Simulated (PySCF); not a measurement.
SMILES B/C=[CH]\[GeH3] at its GFN2-xTB optimised geometry (Å):

```
11

B      1.3901    -1.4221     0.0000
C     -0.1499    -1.4221     0.0000
C     -0.9013    -0.3111     0.0000
Ge    -0.2709     1.5361     0.0005
H      1.9849    -2.4288    -0.0102
H      1.9604    -0.3984     0.0099
H     -0.6818    -2.3716    -0.0013
H     -1.9849    -0.4092    -0.0016
H     -1.4736     2.4288     0.0021
H      0.5397     1.8736     1.2080
H      0.5370     1.8744    -1.2086
```

Level of theory: PBE0/def2-TZVP run with PySCF. Cells within 0.4 Å of a nucleus heavier than hydrogen are left out (blank, or x).

Map of the HOMO−1 amplitude (bohr^(-3/2)) on the plane z = 0.0 Å; orbital energy -8.57 eV, overall sign arbitrary:

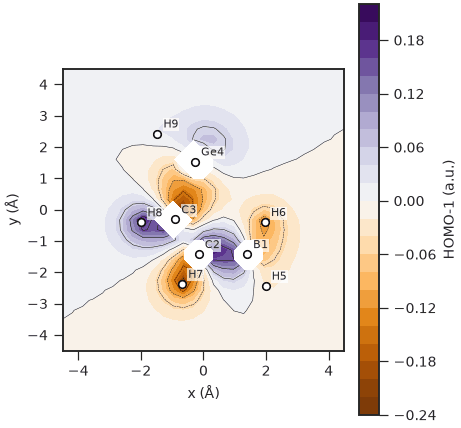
Figure: HOMO−1 amplitude (bohr^(-3/2)) on the plane z = 0.0 Å.
